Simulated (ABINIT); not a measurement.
**BP (F-43m): the LO frequency by hand**

Wanted: the LO mode of BP (F-43m) from the TO mode and the field response.

Calculated with ABINIT 10.8.3; DFT LDA, scalar-relativistic, plane waves, PseudoDojo norm-conserving pseudopotentials.

## (1) The relaxed structure

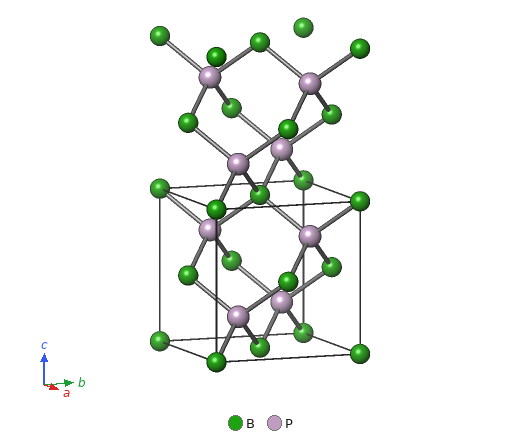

The starting structure, seen slightly off an axis (boron green, phosphorus pink). 1×1×2 cells are drawn. This picture shows the conventional cell, with its axes. Bonds to atoms that aren't drawn are left out. Some periodic images of atoms are drawn too.

Coordinates:

```xyz
2
Lattice="-2.2436 0.0000 2.2436 0.0000 2.2436 2.2436 -2.2436 2.2436 0.0000" Properties=species:S:1:pos:R:3 pbc="T T T"
B     0.0000    0.0000    0.0000
P    -1.1218    1.1218    1.1218
```

This is the cell after its relaxation at this level of theory, not the database cell from which that began.

## (2) What the response run gave

A linear-response run on the relaxed cell, with the response to an electric field; only its zone-centre results are used. Cutoff 34 Ha, k mesh 8×8×8 with shifts.

Numbers of over 12 decimals in the logs are rounded to 6 here.

Output:

```text
[banners, grids, parts of the stress and lines that vanish by symmetry left out]
- input  file    -> dfpt_gamma.abi
- output file    -> dfpt_gamma.abo
- root for input  files -> dfpt_gammai
[...]
DATASET    1 : space group F-4 3 m (#216); Bravais cF (face-center cubic)
[...]
nfft =       32768          nkpt =        1024
[...]
DATASET    2 : space group F-4 3 m (#216); Bravais cF (face-center cubic)
[...]
nfft =       32768          nkpt =        1024
[...]
DATASET    3 : space group F-4 3 m (#216); Bravais cF (face-center cubic)
[...]
mpw =        1458          nfft =       32768          nkpt =        1024
[...]
== DATASET  1 ==================================================================
[...]
cutoff_energies: {ecut:  34.0, pawecutdg:  -1.0, }
[...]
- 15.00000   5.00000  180309                  znucl, zion, pspdat
[...]
Perturbation : derivative vs k along direction   1
[...]
-ETOT  1  -12.674474586705     -1.267E+01 5.241E-01 0.000E+00
 ETOT  2  -12.710875838812     -3.640E-02 3.955E-03 0.000E+00
 ETOT  3  -12.711108502376     -2.327E-04 8.497E-05 0.000E+00
 ETOT  4  -12.711110908233     -2.406E-06 1.336E-06 0.000E+00
 ETOT  5  -12.711110940365     -3.213E-08 3.080E-08 0.000E+00
[...]
At SCF step   13   max residual=  9.98E-21 < tolwfr=  1.00E-20 =>converged.
[...]
Perturbation : derivative vs k along direction   2
[...]
-ETOT  1  -12.674474586540     -1.267E+01 5.241E-01 0.000E+00
[...]
At SCF step   13   max residual=  9.98E-21 < tolwfr=  1.00E-20 =>converged.
[...]
Perturbation : derivative vs k along direction   3
[...]
-ETOT  1  -12.674474586376     -1.267E+01 5.241E-01 0.000E+00
[...]
At SCF step   13   max residual=  9.98E-21 < tolwfr=  1.00E-20 =>converged.
[...]
1        1       2.3913525258   -0.0000000000
     1        2      -1.1956762629   -0.0000000000
     1        3      -1.1956762629    0.0000000000
     2        1      -1.1956762629   -0.0000000000
     2        2       2.3913525258   -0.0000000000
     2        3       1.1956762629   -0.0000000000
     3        1      -1.1956762629    0.0000000000
     3        2       1.1956762629   -0.0000000000
     3        3       2.3913525258   -0.0000000000
[...]
== DATASET  2 ==================================================================
[...]
cutoff_energies: {ecut:  34.0, pawecutdg:  -1.0, }
[...]
Perturbation : displacement of atom   1   along direction   1
[...]
3    4   3    4         9.1358824957        -0.0000000000
  Effective charges, in cartesian coordinates,
[...]
1    1   1    4        -0.6426394257         0.0000000000
   2    1   1    4         0.0000000000         0.0000000000
   3    1   1    4        -0.0000000000         0.0000000000
   1    2   1    4         0.6427914648         0.0000000000
   2    2   1    4         0.0000000000         0.0000000000
[...]
Effective charges, in cartesian coordinates,
[...]
2    4   1    2         0.0000000000         0.0000000000
   3    4   1    2         0.0000000000         0.0000000000
   1    4   2    2        -0.0000000000         0.0000000000
   2    4   2    2         0.6427914747         0.0000000000
   3    4   2    2         0.0000000000         0.0000000000
   1    4   3    2         0.0000000000         0.0000000000
   2    4   3    2         0.0000000000         0.0000000000
   3    4   3    2         0.6427914747         0.0000000000
  Phonon wavevector (reduced coordinates) :  0.00000  0.00000  0.00000
 Phonon energies in Hartree :
[...]
Phonon frequencies in cm-1    :
-  2.589330E-01  2.589332E-01  2.589337E-01  8.211154E+02  8.211154E+02
-  8.211154E+02
  Phonon at Gamma, with non-analyticity in the
[...]
Phonon energies in Hartree :
[...]
Phonon frequencies in cm-1    :
-  2.589330E-01  2.589332E-01  2.591840E-01  8.211154E+02  8.211154E+02
-  8.285652E+02
  Phonon at Gamma, with non-analyticity in the
[...]
Phonon energies in Hartree :
[...]
Phonon frequencies in cm-1    :
-  2.589330E-01  2.589337E-01  2.591835E-01  8.211154E+02  8.211154E+02
-  8.285652E+02
  Phonon at Gamma, with non-analyticity in the
[...]
Phonon energies in Hartree :
[...]
Phonon frequencies in cm-1    :
-  2.589332E-01  2.589337E-01  2.591833E-01  8.211154E+02  8.211154E+02
-  8.285652E+02
[...]
== DATASET  3 ==================================================================
[...]
cutoff_energies: {ecut:  34.0, pawecutdg:  -1.0, }
[...]
j1 : displacement of atom   1 along direction   1
[...]
j1 : displacement of atom   2 along direction   1
[...]
j2 : displacement of atom   1 along direction   1
[...]
j2 : displacement of atom   2 along direction   1
[...]
j2 : displacement of atom   1 along direction   1
[...]
j2 : displacement of atom   2 along direction   1
[...]
1          1       -0.000000004        0.000000002        0.000000002
[...]
1          2       -0.000000000       -0.000000000        0.231414849
[...]
1          3       -0.000000000        0.231414846       -0.000000002
[...]
2          1        0.000000003       -0.000000002       -0.000000002
[...]
2          2       -0.000000000        0.000000000       -0.231371254
[...]
2          3       -0.000000000       -0.231371252        0.000000002
[...]
strten2     0.0000000000E+00  0.0000000000E+00  0.0000000000E+00
           strten3     0.0000000000E+00  0.0000000000E+00  0.0000000000E+00
================================================================================
```

| quantity | value |
| --- | --- |
| cell volume Ω (Å³) | 22.588 |
| mass of B (u) | 10.810 |
| mass of P (u) | 30.974 |
| Born charge of B, raw (e) | -0.643 |
| Born charge of P, raw (e) | 0.643 |
| ε∞ | 9.136 |
| ω(TO) after the sum rule (cm⁻¹) | 821.1 |

## (3) The calculation

The charges must sum to zero over the cell; taking off their mean, 0.000 e, leaves Z* = -0.643 e on B. In the polar mode B moves against P, so the reduced mass is μ = 10.81 × 30.97 / 41.78 = 8.013 u.

A longitudinal wave builds up a field that adds to the restoring force: ω(LO)² = ω(TO)² + 4π Z*² / (μ Ω ε∞), in Hartree atomic units. With μ = 14607 electron masses and Ω = 152.43 bohr³ the second term is 2.5517e-07 Ha², or 12291 cm⁻² (1 Ha = 219474.6 cm⁻¹).

So ω(LO) = √(674238 + 12291) = 828.6 cm⁻¹, and by the Lyddane-Sachs-Teller relation ε₀ = ε∞ (ω(LO)/ω(TO))² = 9.30.

## (4) Check against the program

The analysis program adds the same non-analytic term to the full matrix.

Output:

```text
[banners, grids, parts of the stress and lines that vanish by symmetry left out]
-outvars_anaddb: echo values of input variables ----------------------

 Flags :
[...]
Dielectric Tensor and Effective Charges
[...]
Effective charge tensors after
[...]
1          1       -0.000000004        0.000000002        0.000000002
[...]
1          2       -0.000000000       -0.000000000        0.231393051
[...]
1          3       -0.000000000        0.231393049       -0.000000002
[...]
2          1        0.000000004       -0.000000002       -0.000000002
[...]
2          2       -0.000000000        0.000000000       -0.231393051
[...]
2          3       -0.000000000       -0.231393049        0.000000002
[...]
Phonon wavevector (reduced coordinates) :  0.00000  0.00000  0.00000
 Phonon energies in Hartree :
[...]
Phonon energies in meV     :
-  0.000000E+00  0.000000E+00  0.000000E+00  1.018053E+02  1.018053E+02
-  1.018053E+02
 Phonon frequencies in cm-1    :
-  0.000000E+00  0.000000E+00  0.000000E+00  8.211153E+02  8.211153E+02
-  8.211153E+02
 Phonon frequencies in Thz     :
-  0.000000E+00  0.000000E+00  0.000000E+00  2.461642E+01  2.461642E+01
-  2.461642E+01
 Phonon energies in Kelvin  :
-  0.000000E+00  0.000000E+00  0.000000E+00  1.181402E+03  1.181402E+03
-  1.181402E+03
[...]
-  1  0.00000000E+00  3.52092628E-07 -3.62335586E-03
-     0.00000000E+00  0.00000000E+00  0.00000000E+00
-  2  0.00000000E+00  3.52092618E-07 -3.62335576E-03
-     0.00000000E+00  0.00000000E+00  0.00000000E+00
[...]
-  1  3.33317228E-07 -3.62335585E-03 -3.52092629E-07
-     0.00000000E+00  0.00000000E+00  0.00000000E+00
-  2  3.33317219E-07 -3.62335574E-03 -3.52092619E-07
-     0.00000000E+00  0.00000000E+00  0.00000000E+00
[...]
-  1  3.62335586E-03  3.33317229E-07  0.00000000E+00
-     0.00000000E+00  0.00000000E+00  0.00000000E+00
-  2  3.62335576E-03  3.33317220E-07  0.00000000E+00
-     0.00000000E+00  0.00000000E+00  0.00000000E+00
[...]
-  1  4.23335280E-07 -4.62116128E-07  6.13302905E-03
-     0.00000000E+00  0.00000000E+00  0.00000000E+00
-  2 -1.47759831E-07  1.61295796E-07 -2.14065631E-03
-     0.00000000E+00  0.00000000E+00  0.00000000E+00
[...]
-  1  3.75445861E-07  6.13302906E-03  4.62090212E-07
-     0.00000000E+00  0.00000000E+00  0.00000000E+00
-  2 -1.31044634E-07 -2.14065631E-03 -1.61286751E-07
-     0.00000000E+00  0.00000000E+00  0.00000000E+00
[...]
-  1  6.13302906E-03 -3.75413963E-07 -4.23363567E-07
-     0.00000000E+00  0.00000000E+00  0.00000000E+00
-  2 -2.14065631E-03  1.31033501E-07  1.47769704E-07
[...]
-  1.027291E+02
 Phonon frequencies in cm-1    :
-  0.000000E+00  0.000000E+00  0.000000E+00  8.211153E+02  8.211153E+02
-  8.285659E+02
 Phonon frequencies in Thz     :
-  0.000000E+00  0.000000E+00  0.000000E+00  2.461642E+01  2.461642E+01
-  2.483978E+01
 Phonon energies in Kelvin  :
-  0.000000E+00  0.000000E+00  0.000000E+00  1.181402E+03  1.181402E+03
-  1.192122E+03
[...]
-  1  0.00000000E+00  3.51625871E-07 -3.62335586E-03
[...]
-  2  0.00000000E+00  3.51625862E-07 -3.62335576E-03
[...]
Phonon at Gamma, with non-analyticity in the
[...]
Phonon energies in Hartree :
[...]
Phonon energies in meV     :
-  0.000000E+00  0.000000E+00  0.000000E+00  1.018053E+02  1.018053E+02
-  1.027291E+02
 Phonon frequencies in cm-1    :
-  0.000000E+00  0.000000E+00  0.000000E+00  8.211153E+02  8.211153E+02
-  8.285659E+02
 Phonon frequencies in Thz     :
-  0.000000E+00  0.000000E+00  0.000000E+00  2.461642E+01  2.461642E+01
-  2.483978E+01
 Phonon energies in Kelvin  :
-  0.000000E+00  0.000000E+00  0.000000E+00  1.181402E+03  1.181402E+03
-  1.192122E+03
[...]
Phonon at Gamma, with non-analyticity in the
[...]
Phonon energies in Hartree :
[...]
Phonon energies in meV     :
-  0.000000E+00  0.000000E+00  0.000000E+00  1.018053E+02  1.018053E+02
-  1.027291E+02
 Phonon frequencies in cm-1    :
-  0.000000E+00  0.000000E+00  0.000000E+00  8.211153E+02  8.211153E+02
-  8.285659E+02
 Phonon frequencies in Thz     :
-  0.000000E+00  0.000000E+00  0.000000E+00  2.461642E+01  2.461642E+01
-  2.483978E+01
 Phonon energies in Kelvin  :
-  0.000000E+00  0.000000E+00  0.000000E+00  1.181402E+03  1.181402E+03
-  1.192122E+03
[...]
-  1  5.12739857E-07 -3.62335583E-03  2.53951441E-07
[...]
-  2  5.12739233E-07 -3.62335573E-03  2.53950825E-07
[...]
-  1  3.62335584E-03  5.12739043E-07  0.00000000E+00
[...]
-  2  3.62335574E-03  5.12739638E-07  0.00000000E+00
[...]
-  1  1.15156094E-03  3.64469977E-03 -4.79626071E-03
[...]
-  2 -4.01937797E-04 -1.27213641E-03  1.67407420E-03
[...]
-  1  4.87339080E-03 -3.43397643E-03 -1.43941437E-03
[...]
-  2 -1.70099549E-03  1.19858609E-03  5.02409402E-04
[...]
-         0.000000000       0.000000000       0.000000000
-         0.000000000       0.000000000      -0.000000000
[...]
-        -0.000000000      -0.018484682       0.014046592
-        -0.018484682       0.000000000       0.004438090
-         0.014046592       0.004438090      -0.000000000
[...]
-        -0.000000000      -0.005547471      -0.013234468
-        -0.005547471      -0.000000000       0.018781939
-        -0.013234468       0.018781939      -0.000000000
[...]
Direction                     Dielectric constant
[...]
0.00000   0.00000   1.00000      9.30242915
   1.00000   1.00000   1.00000      9.30242915
-
```

| quantity | by hand | program |
| --- | --- | --- |
| ω(LO) (cm⁻¹) | 828.6 | 828.6 |
| ε₀ | 9.30 | 9.30 |

## (5) Results

```json
{"TO mode": "821.1 cm⁻¹", "LO mode": "828.6 cm⁻¹", "static dielectric constant": "9.302"}
```

In words: The LO mode of BP (F-43m) lies at 829 cm⁻¹, 7 cm⁻¹ above the TO mode; the formula meets the program within 0.1 cm⁻¹, as it must for a cubic crystal with one polar mode. ω(LO)² − ω(TO)² goes with Z*²/ε∞: an error of 5 % in ε∞ would move the LO mode by 0.4 cm⁻¹, and semilocal functionals tend to overestimate ε∞. These are harmonic values at zero temperature, at the volume of this functional, for the structure held cubic; stability elsewhere in the zone is no part of this calculation.

[Host names and launcher messages were left out of these logs when they were recorded.]

[Logs are printed without paths, hosts, clocks, repeated set-up lines and the standing remarks that a program may print on its own settings, such as how far it seeks lower states.]

[Hosts, paths, dates, database ids (printed as entryN), source tags and the programs' standing remarks are cut or masked in the printed files.]
